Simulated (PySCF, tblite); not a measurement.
# C4H6BO2S radical: geometry, infrared bands and EPR parameters

Wanted: the infrared bands and EPR parameters of C4H6BO2S radical (`CC(=S)B1O[CH]CO1`), by calculation.

Programs: tblite 0.8.0 and PySCF 2.14.0, with density-fitted response routines of our own. Each step states its level of theory. These are calculated values for one molecule in the gas phase, unless marked as measured. Atoms are numbered from 0 throughout.

## Step 1: Starting geometry

14 atoms, charge 0, multiplicity 2; geometry from: force field or distance geometry start.

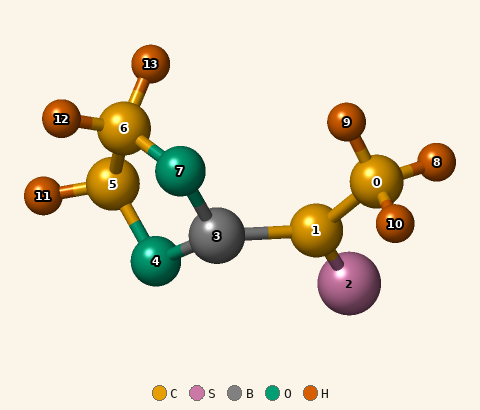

As it starts; carbon amber, sulfur pink, boron grey, oxygen teal, hydrogen orange, atoms numbered.

## Step 2: Optimising the geometry with GFN2-xTB

Job settings and geometry (Å):

```
{"job": {"kind": "relax", "xc": "GFN2-xTB", "basis": "xTB"}, "charge": 0, "multiplicity": 2}
C     -2.152700    -0.559200     0.618700
C     -1.365000    -0.188400    -0.609700
S     -1.885600    -0.453800    -1.906800
B     -0.075700     0.718100    -0.464600
O      0.870100     0.782400    -1.545900
C      1.946200     0.107800    -0.980800
C      1.807100     0.197000     0.544200
O      0.584900     0.807600     0.841400
H     -2.770900    -1.470000     0.445900
H     -1.492300    -0.768300     1.481700
H     -2.835700     0.284500     0.887200
H      2.902200     0.564500    -1.311800
H      2.623600     0.804300     0.991700
H      1.843100    -0.827000     0.986500
```

Command:

```bash
$ OMP_NUM_THREADS=1 python probes_run.py task.json out
```

One launch serves the whole session: the jobs run in the order shown.

**Question.** This job is followed by: GFN2-xTB harmonic vibrations, gas phase; UKS B3LYP, pcH-1 on B C H O S, non-relativistic, mean-field spin-orbit, GIAO. What will the session give for the following? strongest single infrared mode (GFN2-xTB); zero-point energy (GFN2-xTB); g(iso) (B3LYP); ⟨S²⟩; largest a(iso) (averaged by class); potential on the surface of density 0.002 e/bohr³, 1st and 99th percentile.

**Answer**, as computed:

```
                                                                  quantity                      value
                                 strongest single infrared mode (GFN2-xTB)      1129 cm⁻¹, 192 km/mol
                                              zero-point energy (GFN2-xTB)              60.6 kcal/mol
                                                            g(iso) (B3LYP)                    2.00599
                                                                      ⟨S²⟩         0.756 (exact 0.75)
                                        largest a(iso) (averaged by class)  1H on H12, H13, 123.4 MHz
potential on the surface of density 0.002 e/bohr³, 1st and 99th percentile         -1.45 V and 1.35 V
```

**Reading.** Over 129 steps the energy fell by 2.976 eV; of the close pairs, C1–S2 changed most, 1.423 to 1.649 Å. All 36 modes are real, so the xTB geometry is a minimum. The strongest single mode, at 1129 cm⁻¹, is spread over many atoms; the largest shares are those of H11, O4. GFN2-xTB is a fitted tight-binding method: band positions and strengths are rough. Its intensities can rank the bands wrongly. Most of the unpaired spin sits on C5 (0.83 e). The isotropic g lies 3.7 ppt above the free-electron value. These values are for one conformer; the search (at its own cheap level) found 2 more, at 0.08, 0.54 kcal/mol, and measured spectra average over such forms.
